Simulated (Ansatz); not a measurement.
# C2H8BrNSi: inversion of the pyramid at N3, part 2 of 2

Aim: the minimum-energy path and barrier of the inversion of the pyramid at N3. The ends are relaxed first, then joined by a nudged elastic band. SMILES of the start: CC(N)[SiH2]Br.

Ansatz 0.2.0; RKS PBE0/def2-SVP.

## (5) What the band shows

The 5 inner images lie between the fixed ends 0 and 6. Energy is taken from image 0, and the path length is the program's own coordinate along the band.

| image | path (Å) | energy (eV) | sum of angles at N3 (°) | band force (eV/Å) |
| --- | --- | --- | --- | --- |
| 0 | 0.000 | 0.0000 | 328.4 | - |
| 1 | 0.380 | 0.0367 | 337.2 | 0.014 |
| 2* | 0.761 | 0.2040 | 359.8 | 0.006 |
| 3 | 1.031 | 0.1044 | 341.2 | 0.011 |
| 4 | 1.301 | 0.0440 | 331.1 | 0.015 |
| 5 | 1.571 | 0.0121 | 328.6 | 0.006 |
| 6 | 1.842 | 0.0025 | 327.9 | - |

The star marks the climbing image.

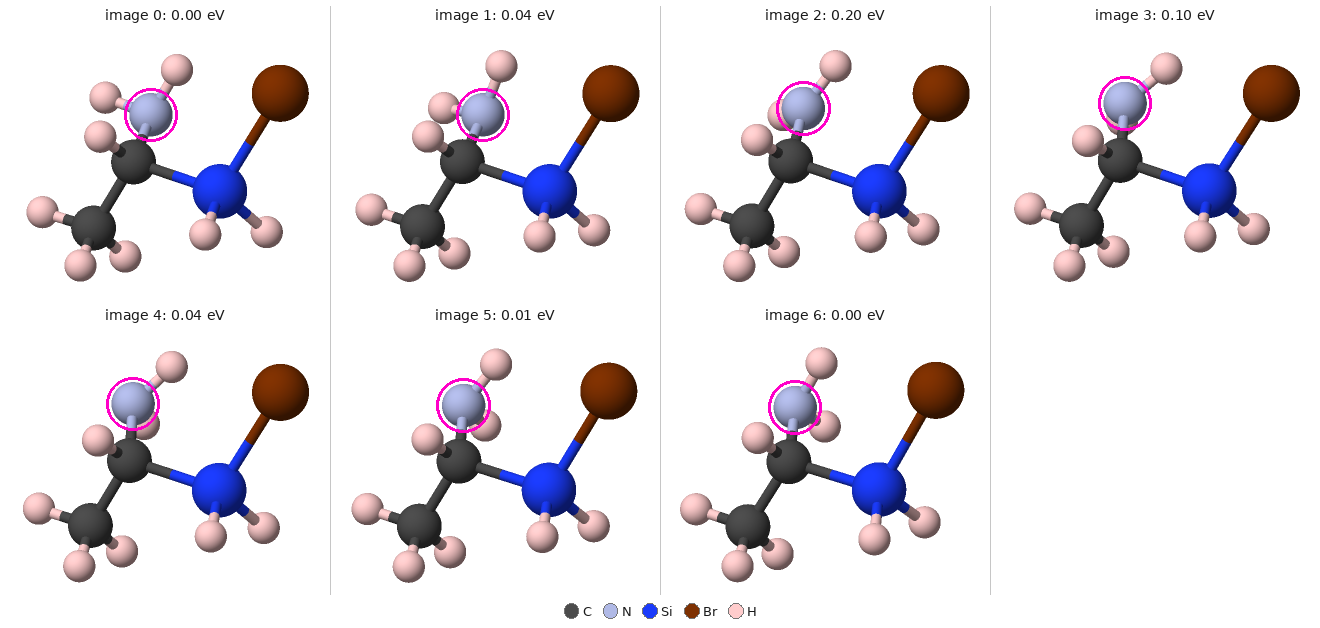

The images of the last band, seen from a free direction. Ringed: N3. Sticks join atoms closer than a bonding distance in each image.

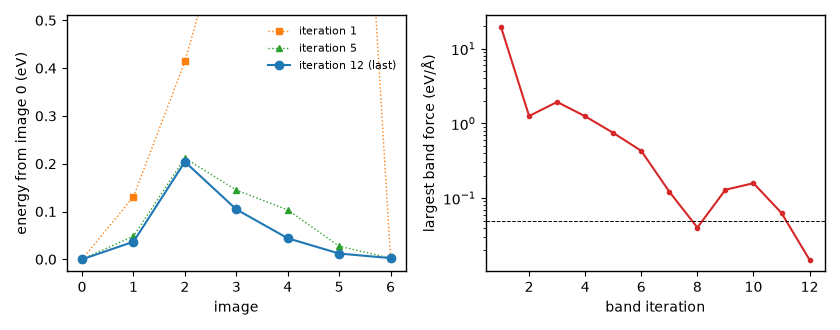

Left: energy of each image for early iterations and the last one (lines only join the points; early values far above the last band run off the scale). Right: the largest band force by iteration, with the threshold dashed.

The top of the band by iteration:

```
iteration  highest image above image 0 (eV)  largest band force (eV/Å)
        1                            2.1227                     19.406
        2                            0.3137                      1.253
        3                            0.2728                      1.932
        4                            0.2452                      1.242
        5                            0.2117                      0.745
        6                            0.2002                      0.428
        7                            0.2077                      0.122
        8                            0.2063                      0.040
        9                            0.2049                      0.129
       10                            0.2044                      0.158
       11                            0.2041                      0.063
       12                            0.2040                      0.015
```

Positions of all images (Å):

```xyz
13
image=0 dE=0.0000
C    -1.396    0.192   -0.573
C    -0.084   -0.430   -0.105
N    -0.200   -0.865    1.276
Si    1.293    0.863   -0.215
Br    3.187   -0.042    0.576
H    -2.211   -0.551   -0.532
H    -1.335    0.550   -1.613
H    -1.688    1.032    0.076
H     0.185   -1.242   -0.818
H     0.665   -1.296    1.598
H    -0.933   -1.568    1.370
H     1.547    1.255   -1.633
H     0.990    2.067    0.608
13
image=1 dE=0.0367
C    -1.393    0.159   -0.579
C    -0.063   -0.453   -0.152
N    -0.133   -0.849    1.242
Si    1.297    0.862   -0.224
Br    3.194   -0.029    0.577
H    -2.193   -0.601   -0.538
H    -1.362    0.545   -1.609
H    -1.682    0.978    0.099
H     0.183   -1.270   -0.868
H     0.653   -1.418    1.542
H    -1.007   -1.303    1.493
H     1.592    1.328   -1.612
H     0.935    2.016    0.644
13
image=2 dE=0.2040
C    -1.393    0.142   -0.581
C    -0.059   -0.483   -0.188
N    -0.142   -1.055    1.123
Si    1.288    0.855   -0.219
Br    3.185   -0.025    0.595
H    -2.191   -0.620   -0.545
H    -1.370    0.546   -1.605
H    -1.677    0.954    0.109
H     0.196   -1.237   -0.966
H     0.686   -1.371    1.604
H    -1.018   -1.083    1.618
H     1.598    1.347   -1.597
H     0.917    1.997    0.666
13
image=3 dE=0.1044
C    -1.396    0.130   -0.581
C    -0.063   -0.498   -0.186
N    -0.184   -1.223    1.063
Si    1.281    0.847   -0.204
Br    3.181   -0.025    0.608
H    -2.193   -0.631   -0.551
H    -1.368    0.544   -1.601
H    -1.683    0.942    0.109
H     0.215   -1.215   -0.986
H     0.676   -1.324    1.593
H    -0.946   -0.918    1.657
H     1.583    1.337   -1.584
H     0.918    1.998    0.676
13
image=4 dE=0.0440
C    -1.407    0.119   -0.594
C    -0.075   -0.503   -0.191
N    -0.224   -1.238    1.057
Si    1.274    0.840   -0.189
Br    3.165   -0.048    0.624
H    -2.198   -0.647   -0.574
H    -1.372    0.550   -1.607
H    -1.703    0.922    0.103
H     0.219   -1.220   -0.982
H     0.671   -1.405    1.515
H    -0.816   -0.734    1.713
H     1.577    1.346   -1.563
H     0.912    1.983    0.702
13
image=5 dE=0.0121
C    -1.422    0.115   -0.614
C    -0.092   -0.498   -0.191
N    -0.250   -1.203    1.074
Si    1.268    0.834   -0.183
Br    3.150   -0.085    0.621
H    -2.207   -0.657   -0.604
H    -1.374    0.551   -1.624
H    -1.734    0.914    0.081
H     0.205   -1.238   -0.958
H     0.650   -1.506    1.444
H    -0.665   -0.591    1.775
H     1.582    1.371   -1.542
H     0.909    1.957    0.735
13
image=6 dE=0.0025
C    -1.432    0.108   -0.643
C    -0.107   -0.489   -0.183
N    -0.271   -1.152    1.105
Si    1.264    0.831   -0.172
Br    3.152   -0.134    0.561
H    -2.211   -0.671   -0.638
H    -1.364    0.527   -1.659
H    -1.768    0.914    0.031
H     0.197   -1.258   -0.917
H     0.606   -1.574    1.409
H    -0.532   -0.479    1.825
H     1.561    1.432   -1.507
H     0.925    1.911    0.804
```

## (6) Vibrations at the top

The geometry is the highest inner image of the first converged band.

input.yaml reads:

```yaml
crystal:
  periodic: [false, false, false]
  atoms:
    - { symbol: C, position_ang: [-1.3931, 0.141676, -0.581349] }
    - { symbol: C, position_ang: [-0.058812, -0.483267, -0.187521] }
    - { symbol: "N", position_ang: [-0.141712, -1.055482, 1.12346] }
    - { symbol: Si, position_ang: [1.287671, 0.85478, -0.219318] }
    - { symbol: Br, position_ang: [3.184832, -0.024919, 0.595333] }
    - { symbol: H, position_ang: [-2.191073, -0.619611, -0.545176] }
    - { symbol: H, position_ang: [-1.37031, 0.54614, -1.604548] }
    - { symbol: H, position_ang: [-1.676867, 0.953699, 0.108509] }
    - { symbol: H, position_ang: [0.19599, -1.237202, -0.965769] }
    - { symbol: H, position_ang: [0.686288, -1.370921, 1.603514] }
    - { symbol: H, position_ang: [-1.017831, -1.083339, 1.618416] }
    - { symbol: H, position_ang: [1.597931, 1.346603, -1.596572] }
    - { symbol: H, position_ang: [0.917293, 1.997142, 0.665719] }
basis:
  gaussian: { orbitals: def2-SVP }
hamiltonian:
  xc: pbe0
phonons: {}
```

Command:

```console
> ansatz run input.yaml --threads 2 --pin off --max-ram 3072MiB --backend cpu --events-out ev --progress --plain --runs-dir out
```

Log, cut to the lines that bear on the results:

```text
Warning: RAYON_NUM_THREADS=2 ignored (pool sized by the plan → 2); use --threads N
[...]
Functional definition: PBE0
[...]
1435 factors; integrals over basis functions are off by at most 4.3e-4 eV
[...]
mean field -81590.01003863 eV, -2998.3775652244 hartree, gradient 4.7e-5 eV, S^2 0.000000; 0 other end points of the search recorded, 0 dependent functions left out
[...]
reference -81590.01006686 eV, -2998.3775662620 hartree; 38, 38 occupied and 94, 94 virtual orbitals, 1435 factors
[...]
1435 factors; integrals over basis functions are off by at most 4.3e-4 eV
mean field -81590.00988531 eV, -2998.3775595900 hartree, gradient 2.0e-6 eV, S^2 0.000000; 0 other end points of the search recorded, 0 dependent functions left out
[...]
reference -81590.00991354 eV, -2998.3775606274 hartree; 38, 38 occupied and 94, 94 virtual orbitals, 1435 factors
[...]
1435 factors; integrals over basis functions are off by at most 4.3e-4 eV
[...]
WARN: phonons: modes at or below zero, which the zero-point energy, F, S and C_V leave out: 1, the lowest at -628.43 cm⁻¹. A minimum has none, and a first-order saddle one
[...]
Atom 5 at    -2.191073    -0.619611    -0.545176 Å, force    -0.001161     0.000282     0.000153 eV/Å
Atom 6 at    -1.370310     0.546140    -1.604548 Å, force     0.000160    -0.000231     0.000359 eV/Å
Atom 7 at    -1.676867     0.953699     0.108509 Å, force    -0.000184    -0.000228    -0.000352 eV/Å
Atom 8 at     0.195990    -1.237202    -0.965769 Å, force     0.000961     0.001292     0.002459 eV/Å
Atom 9 at     0.686288    -1.370921     1.603514 Å, force     0.000825    -0.001182    -0.000230 eV/Å
Atom 10 at    -1.017831    -1.083339     1.618416 Å, force    -0.001461     0.002766    -0.000669 eV/Å
Atom 11 at     1.597931     1.346603    -1.596572 Å, force    -0.001063     0.002664     0.000216 eV/Å
Atom 12 at     0.917293     1.997142     0.665719 Å, force    -0.000902    -0.000476    -0.001303 eV/Å
Dipole moment:    -0.472023    -0.017545    -0.019759 e Å
Vibrations: -628.43 70.08 106.81 199.65 234.29 250.01 294.18 401.51 443.63 562.88 643.55 731.03 827.15 931.66 936.14 973.20 1006.11 1175.23 1230.37 1281.35 1340.62 1386.53 1454.49 1479.17 1588.16 2223.52 2245.16 2947.28 3039.25 3123.69 3152.81 3663.43 3796.87 cm⁻¹, zero-point energy 2.711525 eV
```

Run time: 3.6 min. Hardware: 2 threads of Intel Xeon Platinum 8488C (Sapphire Rapids), shared host; peak memory 0.38 GiB.

Of 33 modes, 1 is imaginary by more than 30 cm⁻¹ (628i cm⁻¹).

## (7) The band again, with other settings

crystal.atoms is end A as relaxed above, and neb.final_atoms is end B, turned to lie on A. With 5 inner images the band has 7 in all.

input.yaml reads:

```yaml
crystal:
  periodic: [false, false, false]
  atoms:
    - { symbol: C, position_ang: [-1.395805, 0.192361, -0.573154] }
    - { symbol: C, position_ang: [-0.083824, -0.430328, -0.104627] }
    - { symbol: "N", position_ang: [-0.200455, -0.86493, 1.276203] }
    - { symbol: Si, position_ang: [1.29301, 0.863231, -0.215255] }
    - { symbol: Br, position_ang: [3.186676, -0.041952, 0.575624] }
    - { symbol: H, position_ang: [-2.210595, -0.550899, -0.532174] }
    - { symbol: H, position_ang: [-1.335266, 0.549759, -1.613076] }
    - { symbol: H, position_ang: [-1.687635, 1.032467, 0.07647] }
    - { symbol: H, position_ang: [0.185216, -1.2421, -0.818378] }
    - { symbol: H, position_ang: [0.664774, -1.29603, 1.597639] }
    - { symbol: H, position_ang: [-0.932776, -1.568018, 1.37033] }
    - { symbol: H, position_ang: [1.547359, 1.254671, -1.632718] }
    - { symbol: H, position_ang: [0.989621, 2.067068, 0.607815] }
basis:
  gaussian: { orbitals: def2-SVP }
hamiltonian:
  xc: pbe0
neb:
  order_check: false
  images: 5
  f_tol: 0.05
  max_iterations: 60
  initial_path: linear
  final_atoms:
    - { symbol: C, position_ang: [-1.43224615, 0.10761822, -0.64344482] }
    - { symbol: C, position_ang: [-0.10732782, -0.4893253, -0.18332359] }
    - { symbol: "N", position_ang: [-0.2705991, -1.15199831, 1.10471055] }
    - { symbol: Si, position_ang: [1.26427437, 0.8312404, -0.17169898] }
    - { symbol: Br, position_ang: [3.15191723, -0.13440457, 0.56084551] }
    - { symbol: H, position_ang: [-2.21068238, -0.67136426, -0.63802318] }
    - { symbol: H, position_ang: [-1.36375, 0.52726889, -1.65902829] }
    - { symbol: H, position_ang: [-1.76821225, 0.91379864, 0.03071778] }
    - { symbol: H, position_ang: [0.19749101, -1.2579364, -0.91676406] }
    - { symbol: H, position_ang: [0.60566056, -1.57423312, 1.40893372] }
    - { symbol: H, position_ang: [-0.53218843, -0.47878204, 1.82487057] }
    - { symbol: H, position_ang: [1.56137162, 1.43228558, -1.50685694] }
    - { symbol: H, position_ang: [0.92459132, 1.91113227, 0.80376072] }
```

Command:

```console
> ansatz run input.yaml --threads 2 --pin off --max-ram 3072MiB --backend cpu --events-out ev --progress --plain --runs-dir out
```

Log, cut to the lines that bear on the results:

```text
Warning: RAYON_NUM_THREADS=2 ignored (pool sized by the plan → 2); use --threads N
[...]
[... 1 set-up line as earlier in the session ...]
[...]
1434 factors; integrals over basis functions are off by at most 4.1e-4 eV
[...]
mean field -81590.21407831 eV, -2998.3850635446 hartree, gradient 2.7e-5 eV, S^2 0.000000; 0 other end points of the search recorded, 0 dependent functions left out
[...]
reference -81590.21410698 eV, -2998.3850645981 hartree; 38, 38 occupied and 94, 94 virtual orbitals, 1434 factors
1434 factors; integrals over basis functions are off by at most 4.3e-4 eV
[...]
mean field -81590.21161448 eV, -2998.3849730002 hartree, gradient 4.8e-5 eV, S^2 0.000000; 0 other end points of the search recorded, 0 dependent functions left out
[...]
reference -81590.21164338 eV, -2998.3849740626 hartree; 38, 38 occupied and 94, 94 virtual orbitals, 1434 factors
[...]
Atom 3 at     1.283352     0.863274    -0.224913 Å, force    -0.003465     0.010534     0.001755 eV/Å
Atom 4 at     3.187612    -0.003545     0.587598 Å, force     0.000731     0.001384     0.000562 eV/Å
Atom 5 at    -2.180137    -0.660199    -0.552686 Å, force    -0.000720    -0.001416     0.000598 eV/Å
Atom 6 at    -1.363051     0.489829    -1.633931 Å, force     0.000345    -0.001865    -0.001971 eV/Å
Atom 7 at    -1.694680     0.937249     0.063014 Å, force     0.000770    -0.000059     0.000009 eV/Å
Atom 8 at     0.217115    -1.260231    -0.925443 Å, force    -0.004626    -0.000184    -0.005140 eV/Å
Atom 9 at     0.678812    -1.367079     1.618466 Å, force    -0.014823    -0.004200     0.023897 eV/Å
Atom 10 at    -1.014502    -1.007477     1.654523 Å, force     0.020263    -0.008781    -0.003982 eV/Å
Atom 11 at     1.590252     1.358048    -1.602389 Å, force     0.002954    -0.005165    -0.002047 eV/Å
Atom 12 at     0.904650     2.004770     0.657440 Å, force     0.002847     0.003372     0.000582 eV/Å
Dipole moment:    -0.478008    -0.032841    -0.020540 e Å
this run last wrote the band of iteration 8 to <dir>
```

It took 2.9 min on 2 threads of Intel Xeon Platinum 8488C (Sapphire Rapids), shared host; peak memory 0.37 GiB.

## (8) What the band shows

Images 0 and 6 are the ends. Energies count from image 0; the path length is the program's own measure over all atoms.

| image | path (Å) | energy (eV) | sum of angles at N3 (°) | band force (eV/Å) |
| --- | --- | --- | --- | --- |
| 0 | 0.000 | 0.0000 | 328.4 | - |
| 1 | 0.282 | 0.0149 | 330.6 | 0.010 |
| 2 | 0.563 | 0.0821 | 344.1 | 0.050 |
| 3* | 0.845 | 0.2044 | 359.9 | 0.030 |
| 4 | 1.172 | 0.0752 | 337.9 | 0.029 |
| 5 | 1.499 | 0.0191 | 329.4 | 0.010 |
| 6 | 1.826 | 0.0025 | 327.9 | - |

The star marks the climbing image.

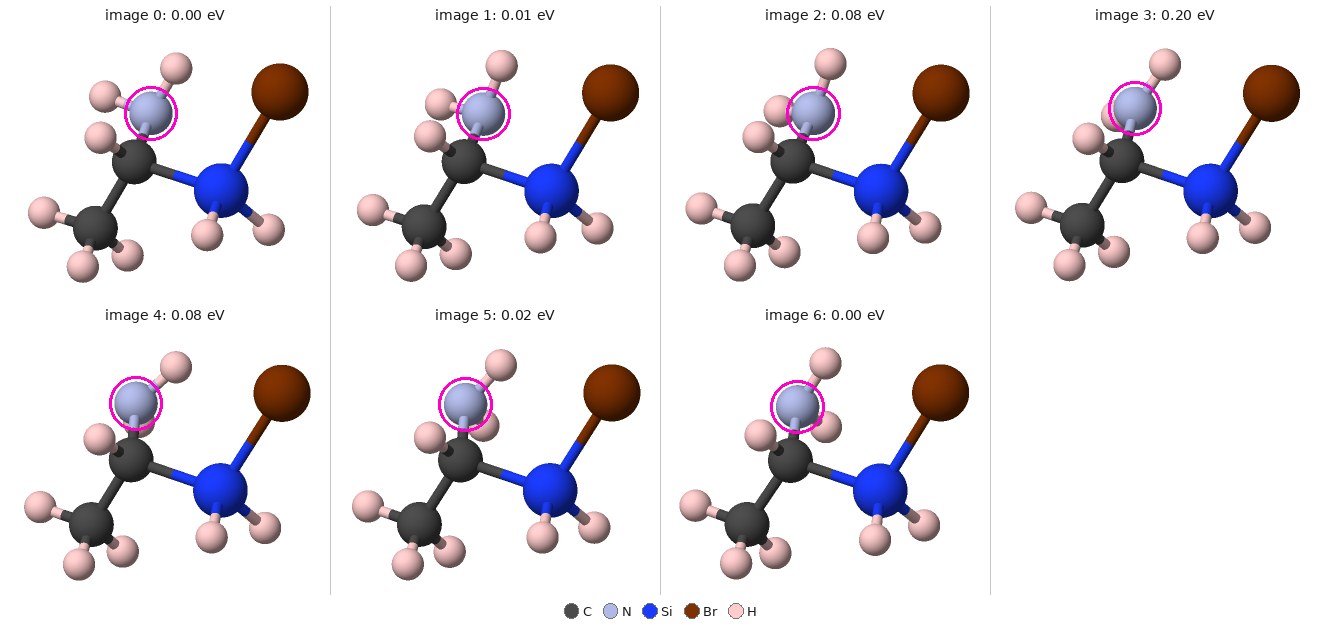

Snapshots along the band, viewed from a free direction. Ringed: N3. Sticks join atoms closer than a bonding distance in each image.

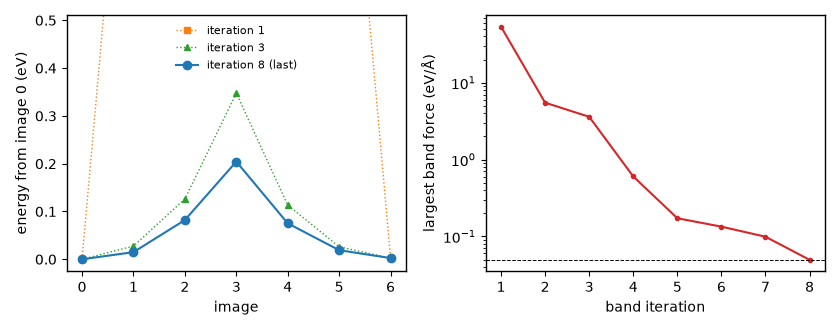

Left: energy of each image for early iterations and the last one (lines only join the points; early values far above the last band run off the scale). Right: the largest band force by iteration, with the threshold dashed.

## (9) Outcome

This closing draws on all 2 parts.

```
                                quantity                                                     value
                                   end A                                   7 moves, 0.434 eV lower
                                   end B                                  12 moves, 0.590 eV lower
            first band: barrier forwards                                                  0.204 eV
           first band: barrier backwards                                                  0.202 eV
first band: second end relative to first                                                 +0.002 eV
               first band: highest image                                     2 of 0 to 6, climbing
             first band: band iterations                                                        12
              imaginary modes at the top                                                 628i cm⁻¹
                             second band  top 0.204 eV above image 0, 8 iterations, 5 inner images
             time, first and second band                                       3.7 min and 2.9 min
```

What this shows: In the first band: the barrier from the first end is 0.20 eV, 8 times kT at 300 K, which at an assumed attempt frequency of 10^13 s⁻¹ means a rate near 10^10 s⁻¹. The ends differ by 3 meV at most. One imaginary mode, as a first-order saddle point has. The second band's top agrees with the first's to 1 meV, so the changed settings hardly move the height. These are electronic energies, with no zero-point or thermal terms. Tunnelling, which matters where hydrogen moves, is missing too.
